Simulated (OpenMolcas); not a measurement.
# Run report: Fe³⁺ complex, multiconfigurational calculation (part 2 of 2)

The same run, continued: Fe³⁺ with 6 ligands (Br; octahedron, 2.686 Å), embedded in Cs2NaYBr6 by model potentials and point charges, whose field is part of the energies. Method: state-averaged CASSCF, active space 5 electrons in the shell 3d, basis ANO-RCC-VDZP on the metal and ANO-RCC-VDZP on the ligands, DKH2 scalar Hamiltonian, spin-orbit coupling by RASSI with atomic mean-field integrals (OpenMolcas).

### Output (extracts), continued
```
--- RASSI ---
SPIN-FREE ENERGIES:
  (Shifted by EMIN (a.u.) =     -16898.3096250609)

 SF State       Relative EMIN(au)   Rel lowest level(eV)    D:o, cm**(-1)

     1             0.0000000000        0.0000000000              0.0000
     2             0.1309904276        3.5644311189          28749.0758
     3             0.1309904276        3.5644311189          28749.0758
     4             0.1309904276        3.5644311189          28749.0758
     5             0.1473544938        4.0097200456          32340.5732
     6             0.1487219959        4.0469316742          32640.7052
     7             0.1487219959        4.0469316742          32640.7052
     8             0.1487219959        4.0469316742          32640.7052
     9             0.1491485083        4.0585376665          32734.3139
    10             0.1491485083        4.0585376665          32734.3139
    11             0.1841081422        5.0098377692          40407.0666
    12             0.1841081422        5.0098377692          40407.0666
    13             0.1841081422        5.0098377692          40407.0666
    14             0.1850250704        5.0347886551          40608.3091
    15             0.1850250704        5.0347886551          40608.3091
    26             0.1909441836        5.1958559307          41907.4043
    27             0.1909441836        5.1958559307          41907.4043
    28             0.1909441836        5.1958559307          41907.4043
    16             0.1965038733        5.3471427953          43127.6152
    17             0.1965038733        5.3471427953          43127.6152
    18             0.1965038733        5.3471427953          43127.6152
    29             0.1975840326        5.3765354268          43364.6827
    30             0.1975840326        5.3765354268          43364.6827
    31             0.1975840326        5.3765354268          43364.6827
    32             0.2025178980        5.5107927432          44447.5410
    33             0.2079604350        5.6588917215          45642.0398
    34             0.2079604350        5.6588917215          45642.0398
    35             0.2079604355        5.6588917345          45642.0399
    36             0.2084488734        5.6721828070          45749.2397
    37             0.2129636827        5.7950370261          46740.1258
    38             0.2129636827        5.7950370261          46740.1258
    39             0.2264099088        6.1609274785          49691.2313
    40             0.2264099088        6.1609274785          49691.2313
    41             0.2264099088        6.1609274785          49691.2313
    19             0.2323259844        6.3219120957          50989.6598
    42             0.2349825020        6.3941996226          51572.6980
    43             0.2349825020        6.3941996226          51572.6980
    44             0.2391947359        6.5088203459          52497.1765
    45             0.2391947359        6.5088203459          52497.1765
    46             0.2391947359        6.5088203459          52497.1765
Eigenvalues of complex Hamiltonian:
   -----------------------------------
  (Shifted by EMIN (a.u.) =     -16898.3096250609)

 SO State       Relative EMIN(au)   Rel lowest level(eV)    D:o, cm**(-1)

     1            -0.0001040083        0.0000000000              0.0000
     2            -0.0001040083        0.0000000000              0.0000
     3            -0.0001040083        0.0000000000              0.0000
     4            -0.0001040083        0.0000000000              0.0000
     5            -0.0001039966        0.0000003184              0.0026
     6            -0.0001039966        0.0000003184              0.0026
     7             0.1305265708        3.5546391449          28670.0982
     8             0.1305265708        3.5546391449          28670.0982
     9             0.1305584305        3.5555060912          28677.0906
    10             0.1305584305        3.5555060913          28677.0906
    11             0.1305584305        3.5555060913          28677.0906
    12             0.1305584305        3.5555060912          28677.0906
    13             0.1310482289        3.5688341830          28784.5889
    14             0.1310482289        3.5688341830          28784.5889
    15             0.1310482289        3.5688341830          28784.5889
    16             0.1310482289        3.5688341830          28784.5889
    17             0.1313984929        3.5783653518          28861.4630
    18             0.1313984929        3.5783653518          28861.4630
    19             0.1472471942        4.0096304846          32339.8508
    20             0.1472471942        4.0096304847          32339.8508
    21             0.1472471942        4.0096304847          32339.8508
    22             0.1472471942        4.0096304846          32339.8508
    23             0.1481944925        4.0354077866          32547.7588
    24             0.1481944925        4.0354077866          32547.7588
    25             0.1483658846        4.0400716020          32585.3750
    26             0.1483658846        4.0400716019          32585.3750
    27             0.1483658846        4.0400716020          32585.3750
    28             0.1483658846        4.0400716019          32585.3750
    29             0.1484961848        4.0436172502          32613.9726
    30             0.1484961848        4.0436172502          32613.9726
    31             0.1487906977        4.0516313552          32678.6107
    32             0.1487906977        4.0516313552          32678.6107
    33             0.1487906977        4.0516313553          32678.6107
    34             0.1487906977        4.0516313553          32678.6107
    35             0.1490631933        4.0590463374          32738.4166
    36             0.1490631933        4.0590463374          32738.4166
    37             0.1492249935        4.0634491455          32773.9276
    38             0.1492249935        4.0634491456          32773.9276
    39             0.1492249935        4.0634491456          32773.9276
    40             0.1492249935        4.0634491455          32773.9276
    41             0.1494092880        4.0684640541          32814.3756
Weights of the five most important spin-orbit-free states for each spin-orbit state.

 SO State  Total energy (au)           Spin-free states, spin, and weights
 -------------------------------------------------------------------------------------------------------
    1        -0.000104       1 2.5  0.9994   17 1.5  0.0002    2 1.5  0.0002   18 1.5  0.0001    3 1.5  0.0001
    2        -0.000104       1 2.5  0.9994   16 1.5  0.0002    4 1.5  0.0002   18 1.5  0.0001    3 1.5  0.0001
    3        -0.000104       1 2.5  0.9994   17 1.5  0.0001   18 1.5  0.0001    2 1.5  0.0001    3 1.5  0.0001
    4        -0.000104       1 2.5  0.9994   16 1.5  0.0002    4 1.5  0.0002   18 1.5  0.0001   17 1.5  0.0001
    5        -0.000104       1 2.5  0.9994   16 1.5  0.0001   17 1.5  0.0001   18 1.5  0.0001    4 1.5  0.0001
    6        -0.000104       1 2.5  0.9994   16 1.5  0.0001   17 1.5  0.0001   18 1.5  0.0001    4 1.5  0.0001
    7         0.130527       2 1.5  0.3321    4 1.5  0.3321    3 1.5  0.3321   26 0.5  0.0005   27 0.5  0.0005
    8         0.130527       2 1.5  0.3321    4 1.5  0.3321    3 1.5  0.3321   27 0.5  0.0005   26 0.5  0.0005
    9         0.130558       2 1.5  0.5915    3 1.5  0.2256    4 1.5  0.1794    6 1.5  0.0004   12 1.5  0.0004
   10         0.130558       4 1.5  0.4849    3 1.5  0.4387    2 1.5  0.0729    8 1.5  0.0005   13 1.5  0.0005
   11         0.130558       4 1.5  0.4849    3 1.5  0.4387    2 1.5  0.0729    8 1.5  0.0005   13 1.5  0.0005
   12         0.130558       2 1.5  0.5915    3 1.5  0.2256    4 1.5  0.1794    6 1.5  0.0004   12 1.5  0.0004
```

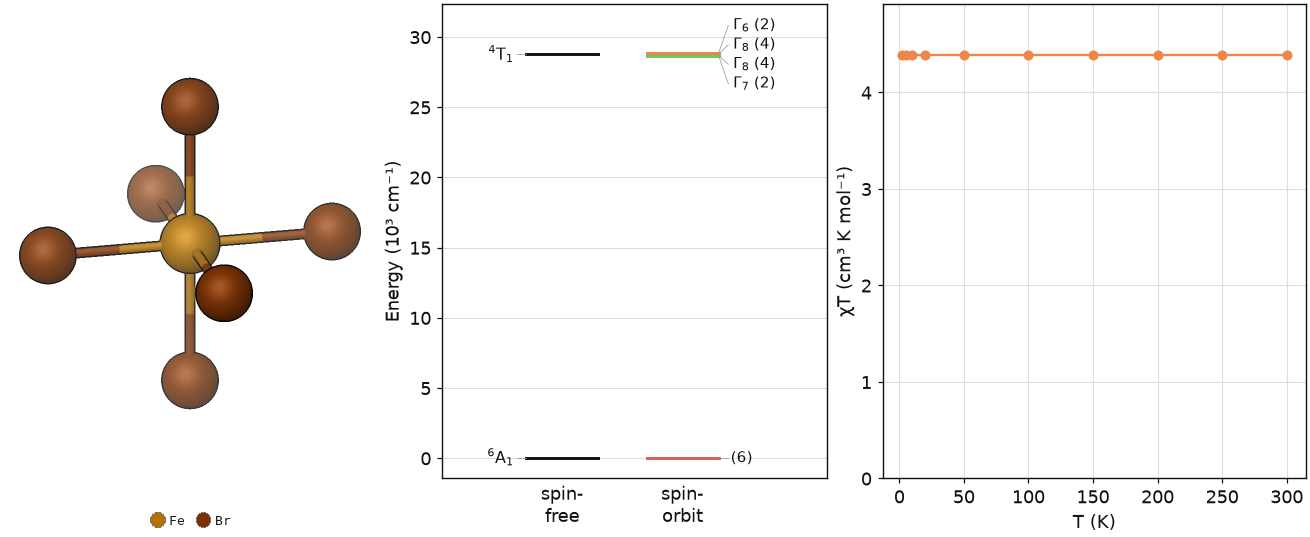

Fe³⁺ (3d⁵) as a dopant in Cs₂NaYBr₆, a cluster with its 6 nearest Br⁻ at 2.686 Å (octahedron) embedded in model potentials and point charges; the geometry was set, not optimised, and its levels and susceptibility. Labels give the representation in O, Td, D4 or D3 as the site allows (double group for half-integer spin) where it could be assigned and, in brackets, the degeneracy; spin-free states, where drawn, share the zero of the spin-orbit levels. Powder susceptibility by Van Vleck's formula. The ground level is 6-fold degenerate, 100 % from states of spin multiplicity 6. The next level lies at 28,700 cm⁻¹ (Γ₇). The lowest spin-free state is ⁶A₁. χT is 4.39 cm³ K mol⁻¹ at 2 K and 4.39 at 300 K, an effective moment of 5.92 μB. The active orbitals hold 90 to 99 % metal character (Löwdin), and the Mulliken charge of the metal is +0.96.

### Key numbers

| quantity | value |
| --- | --- |
| outcome | converged |
| energy of the lowest spin-free term | −16898.30963 hartree |
| energy of the lowest spin-orbit level | −16898.30973 hartree |
| largest spread among components of a term | 0.0 cm⁻¹ |
| wall time | 3.1 min |
| peak memory | 0.27 GiB |

### Notes

Without dynamic correlation the splittings between terms come out too large, often by 20 to 50 %. To bear in mind: small active space favours high spin, ground spin may be wrong; covalent bonds, ligand orbitals missing from the active space; the geometry is set by hand, with no relaxation.
